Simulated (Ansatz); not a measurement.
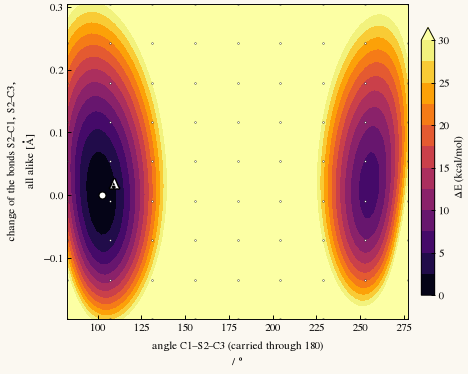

C2H6S2, SMILES CSCS. 
- The first coordinate is: angle C1–S2–C3 (carried through 180); the second: change of the bonds S2–C1, S2–C3, all alike.
- Nothing is relaxed (all other coordinates rigid).
- Grid: 9 × 9 points.
- Points are written as (first, second).
- All energies are given in kcal/mol relative to the relaxed molecule at the same level.
- The calculation used Ansatz, RKS BHLYP-D4/def2-TZVP.

In the figure: filled contours, dots at the grid points, one colour for all values above the top of the scale, the well A. Between grid points the surface is interpolated.

Where is the minimum, and how stiff is the well along each coordinate? Take the well at A.

The interpolated minimum is at the first coordinate ≈ 102.3°, the second coordinate ≈ 0.000 Å. The curvatures there are about 8.1 eV/rad² and 43 eV/Å², with a cross term of about 2.9 eV/(rad·Å). Round the minimum the valley is somewhat tilted: raising the first coordinate shifts the best value of the second coordinate downwards (coupling k₁₂/√(k₁₁k₂₂) about 0.2). (1 eV is 23.1 kcal/mol.)
